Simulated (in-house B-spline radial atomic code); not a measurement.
# Sn⁴⁺: excited configurations

Wanted: excitation energies of Sn⁴⁺ as differences of total energies (ΔSCF).

Program: in-house B-spline radial atomic code version 1. Level of theory: scalar-relativistic (spin-free one-electron X2C) CAM-B3LYP, spin-polarised, spherical density, exact exchange averaged over the configuration, Fermi nucleus, basis-set limit. These are calculated values, not measurements, unless marked.

**1. What is computed**

```
element       : tin (Z = 50)
charge        : +4
electrons     : 46
configuration : [Kr] 4d10
Hamiltonian   : scalar-relativistic (X2C)
nucleus       : Fermi, rms radius 4.652 fm
```

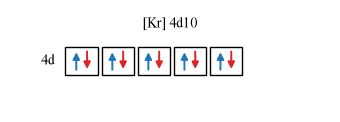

The shells outside the core, filled by Hund's rule for the drawing.

Where spins are not typed, each open shell is filled with up spins first.

**2. The reference configuration**

The run's settings:

```ini
Z = 50
electrons = 46.0
configuration = [Kr] 4d10
hamiltonian = x2c
method = camb3lyp
spin_polarised = True
nucleus = fermi
rms_radius = 4.6519
mass_number = 120
atomic_mass = 119.902202557
speed_of_light = 137.035999084
exact_exchange = averaged over the configuration
```

Launch:

```
python run_scf.py task.json out
```

The settings of every run stand in task.json; they run in order.

Main fields of the result record, rounded:

```text
{
  "status": "converged",
  "scf [iteration, energy, orbital gradient]": [
    [1, -6157.43278342, 0.711],
    [2, -6165.94838633, 0.576],
    [3, -6173.12021809, 0.125],
    [4, -6173.43927741, 0.0258],
    [5, -6173.44918799, 0.013],
    [6, -6173.45239132, 0.00354],
    [7, -6173.45274823, 0.000481],
    [8, -6173.45275325, 2.04e-05],
    [9, -6173.45275326, 6.23e-07],
    [10, -6173.45275326, 3.17e-08]
  ],
  "energy [hartree]": {"total": -6173.45275326, "kinetic": 6501.17626966, "nuclear": -14915.3025653, "coulomb": 2406.54911485, "exact_exchange": -34.8430732055, "xc": -131.032499228},
  "orbitals [hartree, bohr; up spins, the down spins are equal]": [
    ["name", "occ", "eps", "<r>", "<r^2>", "<1/r>", "r_max"],
    ["1s up", 1.0, -1068.7711, 0.028473, 0.0011077, 55.5, 0.018084],
    ["2s up", 1.0, -163.42083, 0.12498, 0.018481, 12.587, 0.10598],
    ["2p up", 3.0, -146.93023, 0.10931, 0.014605, 11.702, 0.084638],
    ["3s up", 1.0, -33.153048, 0.33888, 0.13144, 4.4069, 0.30757],
    ["3p up", 3.0, -27.726973, 0.33723, 0.13206, 4.119, 0.30089],
    ["3d up", 5.0, -19.329973, 0.31443, 0.11733, 3.8671, 0.25099],
    ["4s up", 1.0, -6.7464245, 0.81881, 0.75851, 1.7137, 0.74601],
    ["4p up", 3.0, -5.0850705, 0.88408, 0.89235, 1.5433, 0.78826],
    ["4d up", 5.0, -2.6403518, 1.0698, 1.3445, 1.2394, 0.88354]
  ],
  "sum_r [bohr^k]": {"-1": 303.6675, "1": 24.44839, "2": 22.67175}
}
```

It took 1.1 s on 1 thread, shared host.

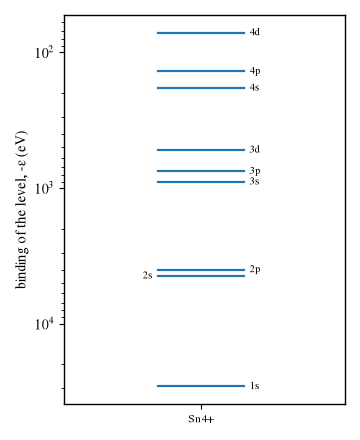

Orbital energies of this run on a logarithmic scale (up spins).

**3. Run with [Ar] 3d10 4s2 4p5 4d10 5p1**

Settings: those of step 2 with these lines changed.

```diff
@@ -2,3 +2,3 @@
 electrons = 46.0
-configuration = [Kr] 4d10
+configuration = [Ar] 3d10 4s2 4p5 4d10 5p1
 hamiltonian = x2c
```

Result record:

```text
{
  "status": "converged",
  "iterations": 10,
  "energy [hartree]": {"total": -6169.79017837, "kinetic": 6497.38010987, "nuclear": -14891.1324181, "coulomb": 2388.85096182, "exact_exchange": -34.3562872388, "xc": -130.532544731},
  "orbitals [hartree, bohr; first row names the columns]": [
    ["name", "occ", "eps", "<r>"],
    ["1s up", 1.0, -1069.2549, 0.028473],
    ["1s down", 1.0, -1069.2399, 0.028473],
    ["2s up", 1.0, -163.85745, 0.12497],
    ["2s down", 1.0, -163.84813, 0.12497],
    ["2p up", 3.0, -147.37406, 0.10931],
    ["2p down", 3.0, -147.35878, 0.10931],
    ["3s up", 1.0, -33.574475, 0.33881],
    ["3s down", 1.0, -33.558001, 0.33879],
    ["3p up", 3.0, -28.149845, 0.33713],
    ["3p down", 3.0, -28.129473, 0.33721],
    ["3d up", 5.0, -19.752361, 0.31431],
    ["3d down", 5.0, -19.736352, 0.31423],
    ["4s up", 1.0, -7.1127238, 0.81266],
    ["4s down", 1.0, -7.0220612, 0.8135],
    ["4p up", 3.0, -5.4351557, 0.87371],
    ["4p down", 2.0, -5.3738303, 0.87517],
    ["4d up", 5.0, -2.9458989, 1.0369],
    ["4d down", 5.0, -2.8877589, 1.0409],
    ["5p up", 1.0, -1.548094, 2.261]
  ],
  "sum_r [bohr^k]": {"-1": 303.1847, "1": 25.45376, "2": 26.5388},
  "energy_minus_base [hartree]": 3.66257489
}
```

Run time: 1.4 s. Hardware: 1 thread, shared host.

energy_minus_base is the energy less that of the reference run.

**4. Configuration [Kr] 4d9 4f1**

Settings: those of step 3 with these lines changed.

```diff
@@ -2,3 +2,3 @@
 electrons = 46.0
-configuration = [Ar] 3d10 4s2 4p5 4d10 5p1
+configuration = [Kr] 4d9 4f1
 hamiltonian = x2c
```

Result record:

```text
{
  "status": "converged",
  "iterations": 10,
  "energy [hartree]": {"total": -6171.56084335, "kinetic": 6499.36961752, "nuclear": -14896.8724425, "coulomb": 2391.05201532, "exact_exchange": -34.4725698536, "xc": -130.637463785},
  "orbitals [hartree, bohr; first row names the columns]": [
    ["name", "occ", "eps", "<r>"],
    ["1s up", 1.0, -1069.1443, 0.028473],
    ["1s down", 1.0, -1069.1444, 0.028473],
    ["2s up", 1.0, -163.80545, 0.12498],
    ["2s down", 1.0, -163.79375, 0.12497],
    ["2p up", 3.0, -147.31427, 0.10931],
    ["2p down", 3.0, -147.30448, 0.10931],
    ["3s up", 1.0, -33.510867, 0.33881],
    ["3s down", 1.0, -33.504256, 0.33878],
    ["3p up", 3.0, -28.085444, 0.33714],
    ["3p down", 3.0, -28.077861, 0.3371],
    ["3d up", 5.0, -19.693782, 0.31428],
    ["3d down", 5.0, -19.681163, 0.31434],
    ["4s up", 1.0, -7.070125, 0.81497],
    ["4s down", 1.0, -7.0197625, 0.8144],
    ["4p up", 3.0, -5.3987422, 0.87722],
    ["4p down", 3.0, -5.3419441, 0.87672],
    ["4d up", 5.0, -2.925338, 1.0444],
    ["4d down", 4.0, -2.8790655, 1.0455],
    ["4f up", 1.0, -0.85784997, 2.5342]
  ],
  "sum_r [bohr^k]": {"-1": 303.2992, "1": 25.63549, "2": 28.33167},
  "energy_minus_base [hartree]": 1.89190991
}
```

Wall time 1.4 s (1 thread, shared host).

**5. [Ar] 3d10 4s2 4p5 4d10 4f1**

Settings: those of step 4 with these lines changed.

```diff
@@ -2,3 +2,3 @@
 electrons = 46.0
-configuration = [Kr] 4d9 4f1
+configuration = [Ar] 3d10 4s2 4p5 4d10 4f1
 hamiltonian = x2c
```

Result record:

```text
{
  "status": "converged",
  "iterations": 10,
  "energy [hartree]": {"total": -6169.0988468, "kinetic": 6496.64069046, "nuclear": -14888.6987248, "coulomb": 2387.83800349, "exact_exchange": -34.3598447384, "xc": -130.518971207},
  "orbitals [hartree, bohr; first row names the columns]": [
    ["name", "occ", "eps", "<r>"],
    ["1s up", 1.0, -1069.3009, 0.028473],
    ["1s down", 1.0, -1069.2879, 0.028472],
    ["2s up", 1.0, -163.8925, 0.12497],
    ["2s down", 1.0, -163.88431, 0.12497],
    ["2p up", 3.0, -147.41021, 0.1093],
    ["2p down", 3.0, -147.39682, 0.10931],
    ["3s up", 1.0, -33.596146, 0.33878],
    ["3s down", 1.0, -33.580714, 0.33875],
    ["3p up", 3.0, -28.171419, 0.33709],
    ["3p down", 3.0, -28.152487, 0.33716],
    ["3d up", 5.0, -19.775543, 0.31425],
    ["3d down", 5.0, -19.760472, 0.31415],
    ["4s up", 1.0, -7.1236551, 0.8129],
    ["4s down", 1.0, -7.0319662, 0.81342],
    ["4p up", 3.0, -5.4467535, 0.87409],
    ["4p down", 2.0, -5.3836767, 0.87524],
    ["4d up", 5.0, -2.9608108, 1.0369],
    ["4d down", 5.0, -2.8986342, 1.0421],
    ["4f up", 1.0, -0.86277451, 2.4939]
  ],
  "sum_r [bohr^k]": {"-1": 303.1361, "1": 25.69296, "2": 28.35072},
  "energy_minus_base [hartree]": 4.35390646
}
```

Wall time 1.4 s (1 thread, shared host).

**6. Configuration [Kr] 4d9 5s1**

Settings: those of step 5 with these lines changed.

```diff
@@ -2,3 +2,3 @@
 electrons = 46.0
-configuration = [Ar] 3d10 4s2 4p5 4d10 4f1
+configuration = [Kr] 4d9 5s1
 hamiltonian = x2c
```

Result record:

```text
{
  "status": "converged",
  "iterations": 10,
  "energy [hartree]": {"total": -6172.63753077, "kinetic": 6500.59944967, "nuclear": -14902.5233672, "coulomb": 2394.5763299, "exact_exchange": -34.5838335843, "xc": -130.706109578},
  "orbitals [hartree, bohr; first row names the columns]": [
    ["name", "occ", "eps", "<r>"],
    ["1s up", 1.0, -1069.0458, 0.028473],
    ["1s down", 1.0, -1069.0427, 0.028473],
    ["2s up", 1.0, -163.71894, 0.12498],
    ["2s down", 1.0, -163.70475, 0.12498],
    ["2p up", 3.0, -147.22571, 0.10932],
    ["2p down", 3.0, -147.21424, 0.10931],
    ["3s up", 1.0, -33.436898, 0.33883],
    ["3s down", 1.0, -33.427175, 0.33882],
    ["3p up", 3.0, -28.009991, 0.33719],
    ["3p down", 3.0, -28.000617, 0.33715],
    ["3d up", 5.0, -19.616855, 0.31435],
    ["3d down", 5.0, -19.602958, 0.31441],
    ["4s up", 1.0, -7.009669, 0.81448],
    ["4s down", 1.0, -6.9562305, 0.8146],
    ["4p up", 3.0, -5.3353757, 0.87802],
    ["4p down", 3.0, -5.2788064, 0.87695],
    ["4d up", 5.0, -2.8621621, 1.0473],
    ["4d down", 4.0, -2.8165996, 1.0463],
    ["5s up", 1.0, -1.9114293, 1.995]
  ],
  "sum_r [bohr^k]": {"-1": 303.4139, "1": 25.11825, "2": 25.11105},
  "energy_minus_base [hartree]": 0.815222487
}
```

It took 1.3 s on 1 thread, shared host.

**7. Configuration [Ar] 3d9 4s2 4p6 4d10 5p1**

Settings: those of step 6 with these lines changed.

```diff
@@ -2,3 +2,3 @@
 electrons = 46.0
-configuration = [Kr] 4d9 5s1
+configuration = [Ar] 3d9 4s2 4p6 4d10 5p1
 hamiltonian = x2c
```

Result record:

```text
{
  "status": "converged",
  "iterations": 10,
  "energy [hartree]": {"total": -6155.25932894, "kinetic": 6483.57795202, "nuclear": -14834.9093661, "coulomb": 2359.60696341, "exact_exchange": -33.9783965268, "xc": -129.556481782},
  "orbitals [hartree, bohr; first row names the columns]": [
    ["name", "occ", "eps", "<r>"],
    ["1s up", 1.0, -1070.4235, 0.028474],
    ["1s down", 1.0, -1070.4202, 0.028474],
    ["2s up", 1.0, -165.16734, 0.12495],
    ["2s down", 1.0, -165.07055, 0.12492],
    ["2p up", 3.0, -148.67374, 0.1093],
    ["2p down", 3.0, -148.59205, 0.10925],
    ["3s up", 1.0, -34.406716, 0.33657],
    ["3s down", 1.0, -34.284045, 0.33683],
    ["3p up", 3.0, -28.987217, 0.3343],
    ["3p down", 3.0, -28.852554, 0.33466],
    ["3d up", 5.0, -20.681701, 0.31012],
    ["3d down", 4.0, -20.557335, 0.31114],
    ["4s up", 1.0, -7.2241476, 0.8023],
    ["4s down", 1.0, -7.2027259, 0.80334],
    ["4p up", 3.0, -5.5250207, 0.86074],
    ["4p down", 3.0, -5.5048553, 0.86188],
    ["4d up", 5.0, -3.0033392, 1.0142],
    ["4d down", 5.0, -2.9836511, 1.0141],
    ["5p up", 1.0, -1.5561312, 2.2471]
  ],
  "sum_r [bohr^k]": {"-1": 302.0624, "1": 25.59974, "2": 26.40709},
  "energy_minus_base [hartree]": 18.1934243
}
```

Wall time 1.4 s (1 thread, shared host).

**8. Configuration [Ar] 3d9 4s2 4p6 4d10 5f1**

Settings: those of step 7 with these lines changed.

```diff
@@ -2,3 +2,3 @@
 electrons = 46.0
-configuration = [Ar] 3d9 4s2 4p6 4d10 5p1
+configuration = [Ar] 3d9 4s2 4p6 4d10 5f1
 hamiltonian = x2c
```

Result record:

```text
{
  "status": "converged",
  "iterations": 10,
  "energy [hartree]": {"total": -6154.23715131, "kinetic": 6482.5177834, "nuclear": -14824.3522201, "coulomb": 2351.03030213, "exact_exchange": -33.975733551, "xc": -129.45728324},
  "orbitals [hartree, bohr; first row names the columns]": [
    ["name", "occ", "eps", "<r>"],
    ["1s up", 1.0, -1070.6319, 0.028474],
    ["1s down", 1.0, -1070.6305, 0.028474],
    ["2s up", 1.0, -165.36551, 0.12495],
    ["2s down", 1.0, -165.2696, 0.12491],
    ["2p up", 3.0, -148.87281, 0.1093],
    ["2p down", 3.0, -148.7928, 0.10925],
    ["3s up", 1.0, -34.595037, 0.33654],
    ["3s down", 1.0, -34.47335, 0.3368],
    ["3p up", 3.0, -29.175431, 0.33428],
    ["3p down", 3.0, -29.042145, 0.33462],
    ["3d up", 5.0, -20.87118, 0.31008],
    ["3d down", 4.0, -20.747632, 0.31109],
    ["4s up", 1.0, -7.4053776, 0.80229],
    ["4s down", 1.0, -7.3845454, 0.80326],
    ["4p up", 3.0, -5.7061147, 0.86046],
    ["4p down", 3.0, -5.6865843, 0.86171],
    ["4d up", 5.0, -3.1833239, 1.0099],
    ["4d down", 5.0, -3.1644855, 1.0125],
    ["5f up", 1.0, -0.58598497, 4.734]
  ],
  "sum_r [bohr^k]": {"-1": 301.8513, "1": 28.05515, "2": 47.25938},
  "energy_minus_base [hartree]": 19.215602
}
```

Run time: 1.7 s. Hardware: 1 thread, shared host.

**9. Energies above the reference**

| net move | configuration | 2|M_S|+1 | energy above the reference (eV) | largest <r> (bohr) |
| --- | --- | --- | --- | --- |
| 4d → 5s | [Kr] 4d9 5s1 | 3 | 22.183 | 2.00 |
| 4d → 4f | [Kr] 4d9 4f1 | 3 | 51.481 | 2.53 |
| 4p → 5p | [Ar] 3d10 4s2 4p5 4d10 5p1 | 3 | 99.664 | 2.26 |
| 4p → 4f | [Ar] 3d10 4s2 4p5 4d10 4f1 | 3 | 118.48 | 2.49 |
| 3d → 5p | [Ar] 3d9 4s2 4p6 4d10 5p1 | 3 | 495.07 | 2.25 |
| 3d → 5f | [Ar] 3d9 4s2 4p6 4d10 5f1 | 3 | 522.88 | 4.73 |

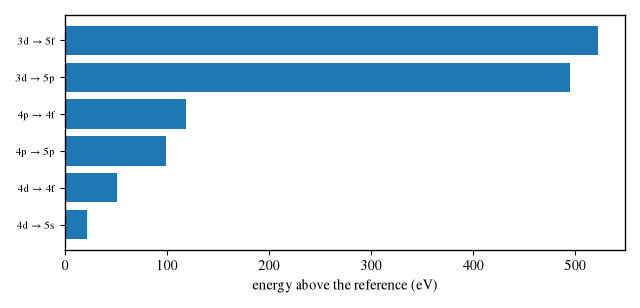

The configurations in order of energy, labelled by the net move of electrons.

At the bottom stands 4d → 5s (22.183 eV), at the top 3d → 5f (522.88 eV). 3 of them lie more than 60 % above minus the reference's highest level (71.848 eV), in the range where a state can decay by emitting an electron. The reference has 2|M_S|+1 = 1; 6 of the configurations differ from it in spin. These are spherical averages at the typed spins, not spectroscopic levels.
